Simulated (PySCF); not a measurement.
## C2H11Cl2NSi4: NMR shielding calculation

System: C2H11Cl2NSi4.
Method: GIAO PBE0/pcSseg-1 NMR shielding, non-relativistic, gas phase (PySCF 2.14.0).

The geometry comes from this level: GFN2-xTB. It belongs to a series of runs on one base structure; here: H on Si replaced by NHCH3. Figures and captions count atoms from 1; the log counts them from 0 in places.

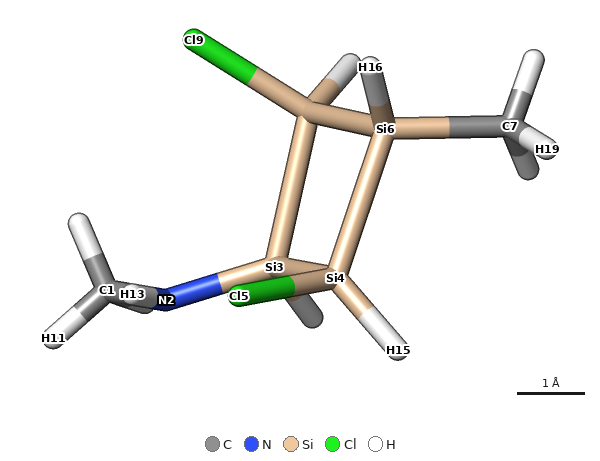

Figure 1. The structure as given in the input (stick view, seen at a tilt; atoms are numbered from 1 in the order of the input).

## Input
```
{"job": {"kind": "nmr", "xc": "PBE0", "basis": "pcSseg-1"}, "charge": 0, "multiplicity": 1}
C     -3.618852    -0.194817    -0.429647
N     -2.399131    -0.786910     0.071167
Si    -0.862020    -0.588199    -0.682702
Si     0.856773    -1.477072     0.679417
Cl     0.191624    -1.858303     2.589258
Si     2.075702     0.559928     0.536064
C      3.548538     0.347741    -0.656460
Si     0.230836     1.543153    -0.609040
Cl    -0.832923     2.814291     0.628600
H     -3.731163     0.850574    -0.124079
H     -4.482225    -0.755911    -0.068986
H     -3.607426    -0.233421    -1.516845
H     -2.411224    -0.843243     1.079365
H     -1.104951    -1.117565    -2.036791
H      1.492483    -2.751001     0.319288
H      2.649727     1.183827     1.743837
H      3.220012    -0.095458    -1.591845
H      4.016703     1.297749    -0.892837
H      4.315872    -0.298029    -0.241505
H      0.446500     2.413344    -1.775654
```

The first line tells a small driver script what to run in PySCF; the rest is the geometry in Å.

Run on 1 CPU thread, shared host.

Launch command:
```bash
OMP_NUM_THREADS=1 python <driver script> task.json out
```

## Log
```
coarse grid: 19800 points
cycle   1  E = -2214.9069038035  dE =  6.747e-01  |g| = 5.567e-01  |ddm| = 4.264e+00
cycle   2  E = -2214.8176884638  dE =  8.922e-02  |g| = 8.108e-01  |ddm| = 1.757e+00
cycle   3  E = -2214.9847602761  dE = -1.671e-01  |g| = 1.058e-01  |ddm| = 1.217e+00
cycle   4  E = -2214.9870829460  dE = -2.323e-03  |g| = 3.991e-02  |ddm| = 1.574e-01
cycle   5  E = -2214.9874239591  dE = -3.410e-04  |g| = 8.660e-03  |ddm| = 5.029e-02
cycle   6  E = -2214.9874448293  dE = -2.087e-05  |g| = 2.772e-03  |ddm| = 1.981e-02
cycle   7  E = -2214.9874470450  dE = -2.216e-06  |g| = 4.416e-04  |ddm| = 5.416e-03
final grid: 163696 points
cycle   8  E = -2215.0316195121  dE = -3.589e-05  |g| = 8.607e-03  |ddm| = 2.340e-02
cycle   9  E = -2215.0316086594  dE =  1.085e-05  |g| = 1.056e-02  |ddm| = 1.832e-02
cycle  10  E = -2215.0316346039  dE = -2.594e-05  |g| = 1.568e-03  |ddm| = 1.186e-02
cycle  11  E = -2215.0316350803  dE = -4.763e-07  |g| = 4.122e-04  |ddm| = 2.054e-03
cycle  12  E = -2215.0316351191  dE = -3.882e-08  |g| = 6.031e-05  |ddm| = 4.552e-04
cycle  13  E = -2215.0316351199  dE = -8.195e-10  |g| = 2.346e-05  |ddm| = 1.324e-04
```

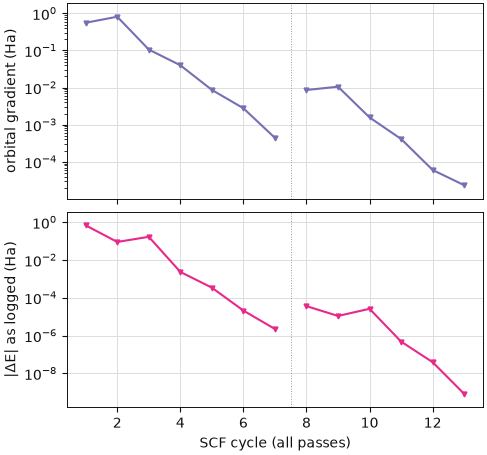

Figure 2. Convergence of the self-consistent field: orbital gradient and size of the energy change against the SCF cycle. The dotted line marks the change from a coarse to the final integration grid. The first 7 cycles use a coarse grid, the final grid takes over at cycle 8, and the field converges after 13 cycles in all.

```
converged SCF energy = -2215.0316351199

GIAO shielding tensors (ppm)
atom      isotropic    diamagn.    paramagn.     s11        s22        s33       span
  0 C      152.234     240.976     -88.742    128.576    141.225    186.901     58.325
  1 N      255.262     324.966     -69.704    230.106    237.506    298.172     68.066
  2 Si     368.964     880.650    -511.686    301.803    383.660    421.431    119.628
  3 Si     343.266     879.610    -536.344    272.019    360.120    397.658    125.640
  4 Cl    1059.180    1149.723     -90.543    975.356   1094.706   1107.479    132.122
  5 Si     392.287     882.280    -489.993    371.439    382.389    423.034     51.595
  6 C      195.937     252.613     -56.676    188.792    194.614    204.407     15.615
  7 Si     348.043     879.927    -531.885    281.869    367.220    395.039    113.169
  8 Cl    1058.131    1149.996     -91.865    980.632   1092.049   1101.712    121.080
  9 H       28.482      27.978       0.504     22.004     28.446     34.997     12.993
 10 H       28.684      25.374       3.310     23.207     26.156     36.689     13.481
 11 H       29.131      27.604       1.528     25.436     26.753     35.206      9.770
 12 H       31.252      35.217      -3.965     21.023     31.887     40.844     19.821
 13 H       26.148      30.775      -4.627     22.611     25.181     30.653      8.042
 14 H       25.664      29.597      -3.933     21.724     24.562     30.705      8.980
 15 H       26.903      30.675      -3.772     23.866     25.082     31.761      7.895
 16 H       32.002      32.124      -0.121     27.044     30.821     38.142     11.098
 17 H       31.445      28.757       2.688     26.064     28.595     39.675     13.612
 18 H       31.425      28.618       2.807     26.000     28.711     39.562     13.562
 19 H       25.681      30.019      -4.338     21.852     24.728     30.464      8.611
```

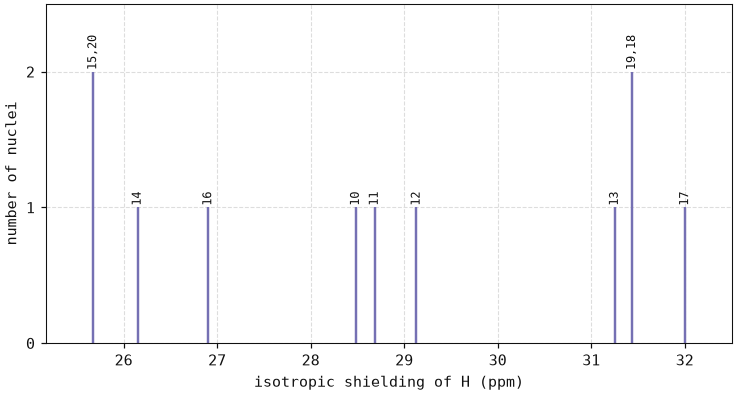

Figure 3. Isotropic shieldings of the hydrogen nuclei in this fixed geometry, labelled by atom number; shielding grows to the right, so chemical shift grows to the left. The least shielded is H15 (25.7 ppm), the most shielded H17 (32.0 ppm).

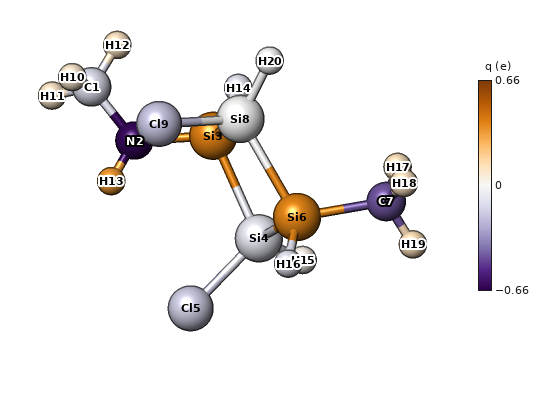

Figure 4. ESP-fitted charges, as the colour of each atom (ball-and-stick view, seen at a tilt; atoms are numbered from 1 in the order of the input). By element: C −0.45 to −0.12, N −0.62, Si −0.07 to +0.41, Cl −0.19 to −0.16 and H −0.10 to +0.34 e.

## Summary

| quantity | value |
| --- | --- |
| outcome | converged |
| total energy | −2215.031635 hartree |
| HOMO | −6.51 eV |
| LUMO | −2.20 eV |
| dipole moment | 2.26 D |
| isotropic shielding, C | 152.2 to 195.9 ppm |
| isotropic shielding, N | 255.3 ppm |
| isotropic shielding, Si | 343.3 to 392.3 ppm |
| isotropic shielding, Cl | 1058.1 to 1059.2 ppm |
| isotropic shielding, H | 25.7 to 32.0 ppm |
| wall time | 2.4 min |
| peak memory | 1.2 GiB |
